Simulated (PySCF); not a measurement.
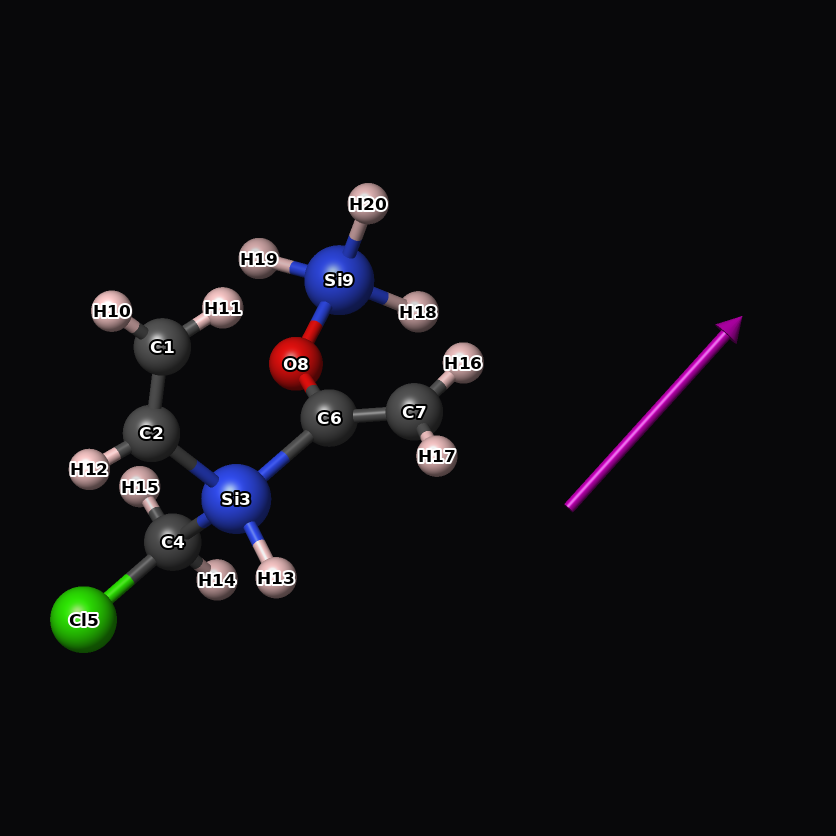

The arrow beside the molecule shows the direction of the dipole moment, from the negative to the positive end (its length means nothing). The computed structure is the end point of a GFN2-xTB optimisation. No frequency run is at hand to confirm it as a minimum. Level of theory: PBE0/pcSseg-1, gas phase (PySCF 2.14.0).

Question: How large is the dipole moment?

Answer: 2.83 D; it points from the side of Cl5 to the side of H20 (the outermost atoms at the two ends).

The geometry is semi-empirical. Around Si such bond lengths and angles can be off by a tenth of an ångström or more and by several degrees, and values that hang on the shape move with them.
